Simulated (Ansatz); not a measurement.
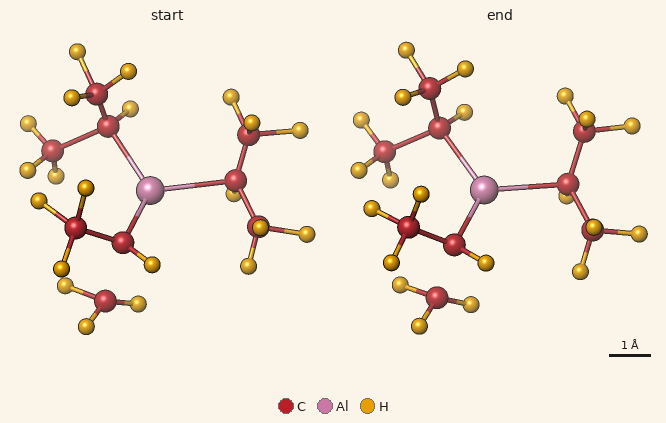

The structure of C₉H₂₁Al before (left) and after (right) a relaxation, at one scale.

The picture is a ball-and-stick view, seen at a tilt.

Method: RKS revPBE/x2c-TZVPPall (Ansatz).

The input:
```yaml
crystal:
  periodic: [false, false, false]
  atoms:
    - {symbol: C, position_ang: [0.234882, -2.266474, 1.888183]}
    - {symbol: C, position_ang: [0.952070, -0.655356, 1.335365]}
    - {symbol: C, position_ang: [0.945785, 0.272429, 2.452444]}
    - {symbol: Al, position_ang: [-0.083688, -0.207791, -0.189752]}
    - {symbol: C, position_ang: [-1.512889, 1.167656, -0.168641]}
    - {symbol: C, position_ang: [-2.622246, 0.654987, 0.962195]}
    - {symbol: C, position_ang: [-1.206987, 2.262906, 0.033128]}
    - {symbol: C, position_ang: [0.648888, -0.604081, -2.153179]}
    - {symbol: C, position_ang: [0.551648, 0.335181, -2.853441]}
    - {symbol: C, position_ang: [1.677820, -1.503304, -1.973724]}
    - {symbol: H, position_ang: [0.162157, -2.770307, 1.026011]}
    - {symbol: H, position_ang: [-0.828086, -1.947213, 2.360275]}
    - {symbol: H, position_ang: [0.631060, -2.476443, 2.734840]}
    - {symbol: H, position_ang: [1.945698, -1.049524, 1.161443]}
    - {symbol: H, position_ang: [1.601701, -0.249397, 3.391580]}
    - {symbol: H, position_ang: [-0.066252, 0.870077, 2.775741]}
    - {symbol: H, position_ang: [1.453887, 1.403097, 2.128042]}
    - {symbol: H, position_ang: [-2.222037, 0.976988, -1.172949]}
    - {symbol: H, position_ang: [-3.523484, 1.163733, 1.012292]}
    - {symbol: H, position_ang: [-2.154617, 0.701692, 1.945705]}
    - {symbol: H, position_ang: [-3.037737, -0.227805, 0.870313]}
    - {symbol: H, position_ang: [-0.481594, 2.820807, -0.634149]}
    - {symbol: H, position_ang: [-2.027283, 3.133788, -0.116946]}
    - {symbol: H, position_ang: [-0.537380, 2.808996, 0.994839]}
    - {symbol: H, position_ang: [-0.178822, -1.333930, -2.378378]}
    - {symbol: H, position_ang: [0.803824, -0.041658, -4.108668]}
    - {symbol: H, position_ang: [-0.363804, 1.014369, -3.062509]}
    - {symbol: H, position_ang: [1.463058, 1.054902, -2.625495]}
    - {symbol: H, position_ang: [2.610004, -1.077526, -1.614426]}
    - {symbol: H, position_ang: [2.200209, -2.004828, -2.951777]}
    - {symbol: H, position_ang: [1.844319, -2.285829, -1.368467]}
basis:
  gaussian: {orbitals: x2c-TZVPPall, final_grid: {core_spheres: 20, valence_spheres: 16, degree: 47}}
hamiltonian: {xc: {name: revPBE}}
relax: {f_tol: 0.001, max_steps: 2}
```

Command:
```bash
ansatz run in.yaml --threads 4 --pin off --events-out ev --progress --plain --max-ram 41984MiB --backend cuda --devices 0, --max-vram 37GiB
```

> Summarise the run.

The relaxation stopped without meeting its thresholds, so the last structure isn't shown to be converged. The input was poor on purpose: steps. The energy falls by 10.661 eV in 1 geometry step. The largest force component goes from 29 to 8.4 eV/Å. The largest move after the best rigid fit is that of H16, 0.19 Å. Largest moves by element: H 0.19 Å, C 0.15 Å, Al 0.03 Å. Near-neighbour distances that change, for instance: C5–C7 1.155 → 1.370 Å, C8–C9 1.176 → 1.368 Å, C1–C2 1.848 → 1.720 Å, C9–H26 1.335 → 1.227 Å. Among the angles between lasting bonds that change: H16–C3–H17 87.9° → 104.7°, H22–C7–H24 84.2° → 97.3°, C5–C7–H24 131.9° → 121.4°. The run took about 9 s of wall time on a shared GPU.
